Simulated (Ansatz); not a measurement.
C₂H₆O₂Si (SMILES O=CC(O)[SiH3])

Input file:

```
crystal:
  periodic: [false, false, false]
  atoms:
    - {symbol: O, position_ang: [-1.667991, -0.381341, 1.581450]}
    - {symbol: C, position_ang: [-0.525104, -0.066373, 1.356644]}
    - {symbol: C, position_ang: [0.202220, -0.580046, 0.169715]}
    - {symbol: O, position_ang: [-0.547140, -1.538201, -0.521874]}
    - {symbol: Si, position_ang: [0.621490, 0.852135, -1.034901]}
    - {symbol: H, position_ang: [0.027656, 0.628123, 2.017967]}
    - {symbol: H, position_ang: [1.161658, -0.994473, 0.520110]}
    - {symbol: H, position_ang: [-1.396837, -1.583961, -0.053455]}
    - {symbol: H, position_ang: [1.349972, 0.267584, -2.184799]}
    - {symbol: H, position_ang: [-0.643864, 1.485121, -1.478712]}
    - {symbol: H, position_ang: [1.483339, 1.854433, -0.351643]}
basis:
  gaussian: {orbitals: def2-TZVPP}
hamiltonian: {xc: pbe0, dispersion: d4}
output: {orbitals: {seedname: orbitals}}
```

Launched as:

```sh
ansatz run in.yaml --threads 4 --pin off --events-out ev --progress --plain --max-ram 10444MiB
```

Geometry: PBE0-D4/def2-TZVP.

Computed with RKS PBE0-D4/def2-TZVPP in Ansatz.

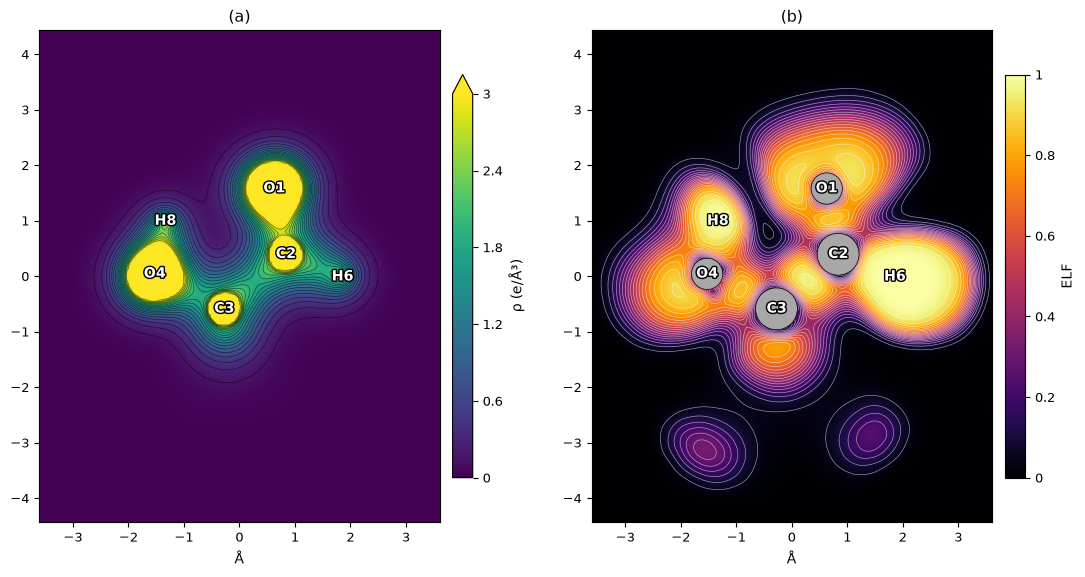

Figure 1. (a) electron density; (b) electron localisation function on the plane of atoms C2, C3 and O4. Grey discs cover the atomic cores in the ELF map.

Q: What do the fields say about this system?

A:
- Atoms in the plane: O, C and H.
- C–O (1.21 Å): ρ is about 3.4 e/Å³ halfway; the ELF peaks at about 0.85 between the atoms (a short, multiple covalent bond).
- C–C (1.48 Å): ρ is about 1.9 e/Å³ halfway; the ELF peaks at about 0.95 between the atoms: a shared electron pair.
- O–H (0.97 Å): ρ at the midpoint is about 3.8 e/Å³; the ELF climbs to about 1 towards the hydrogen, as it does in any bond to H: an ordinary covalent bond to hydrogen.
- C–O (1.40 Å): ρ at the midpoint is about 2.1 e/Å³, with its minimum of 1.9 e/Å³ about 0.5 Å from C; the ELF peaks at about 0.85 between the atoms: a shared but strongly polarised pair.
- C–H (1.11 Å): the density is about 2 e/Å³ at the midpoint; the ELF climbs to about 1 towards the hydrogen: an ordinary covalent bond to hydrogen.
- The ELF also peaks beside O4 and O1, away from the bonds: lone-pair regions.

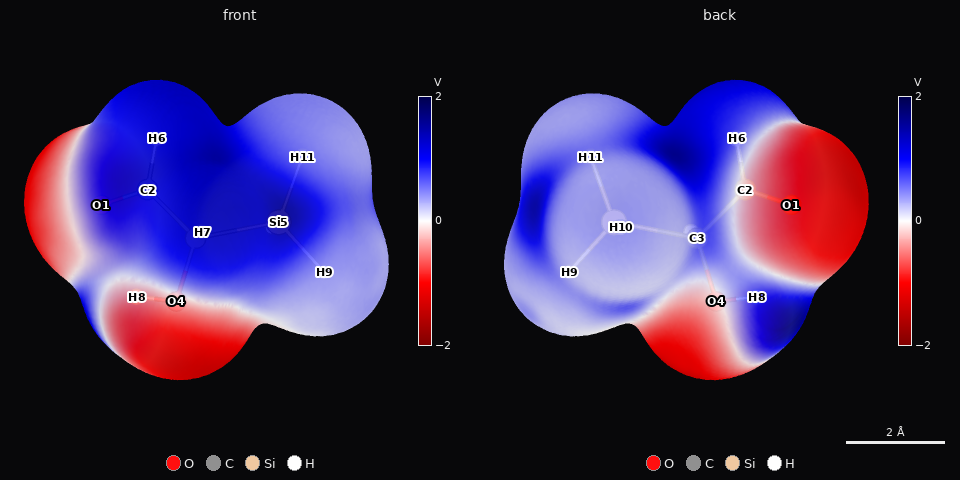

Figure 2. The molecular electrostatic potential painted on the density surface at 0.002 e/bohr³, seen from the front and from behind; red is negative and blue positive.

Q: Describe the electrostatic potential map.

A: The most negative region (about −1.4 V, or −32 kcal/mol for a unit charge) lies over O1 and O4, the most positive (about +1.6 V, or +37 kcal/mol for a unit charge) over Si5 and H8.

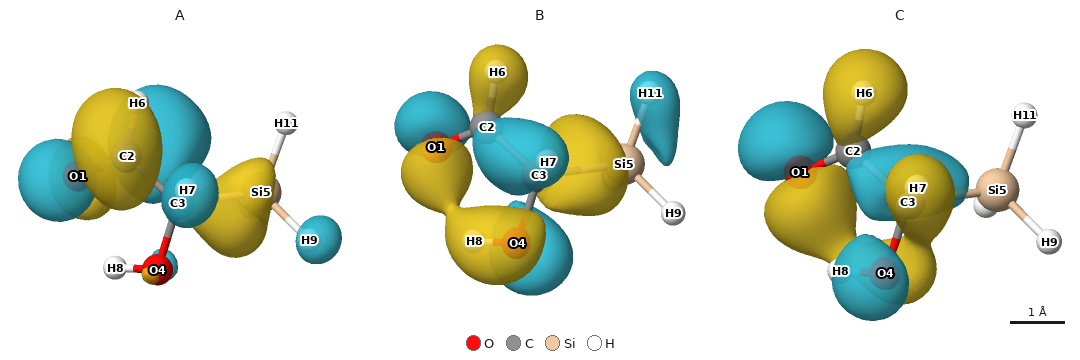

Figure 3. Three frontier orbitals at ±0.1 Å⁻³ᐟ² (yellow and cyan are the two phases), in no order.

Q: Which picture is the HOMO−1, the HOMO and the LUMO?

A: C is the HOMO−1 (−8.20 eV). By Hirshfeld shares it lies mainly on O1 (about 45 %), O4 (about 15 %), C3 (about 10 %), C2 (about 10 %) and H6 (about 5 %). B is the HOMO (−7.82 eV). Its weight (Hirshfeld) is mainly on O4 (about 35 %), C3 (about 20 %), O1 (about 15 %), Si5 (about 10 %) and C2 (about 5 %). A is the LUMO (−1.18 eV). Its weight (Hirshfeld) is mainly on C2 (about 40 %), O1 (about 30 %), Si5 (about 10 %) and C3 (about 10 %); π-antibonding (π*) across C2–O1.

Q: What is the HOMO–LUMO gap?

A: 6.64 eV between the orbital energies.

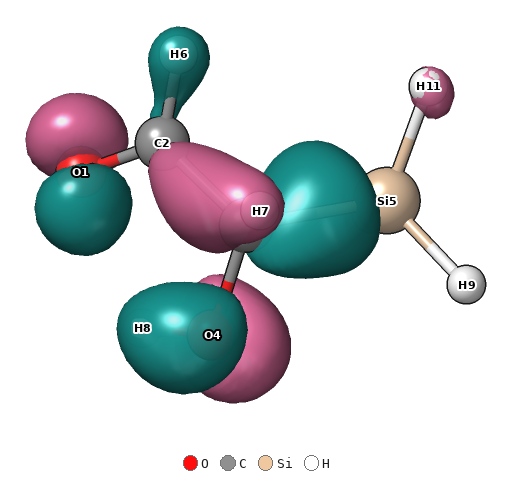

Figure 4. One frontier orbital at ±0.15 Å⁻³ᐟ² (teal and pink are the two phases), seen across its widest extent.

Q: Which orbital is it: HOMO or LUMO?

A: The HOMO, at −7.82 eV. It lies mainly on O4 (about 35 %), C3 (about 20 %), O1 (about 15 %), Si5 (about 10 %) and C2 (about 5 %).
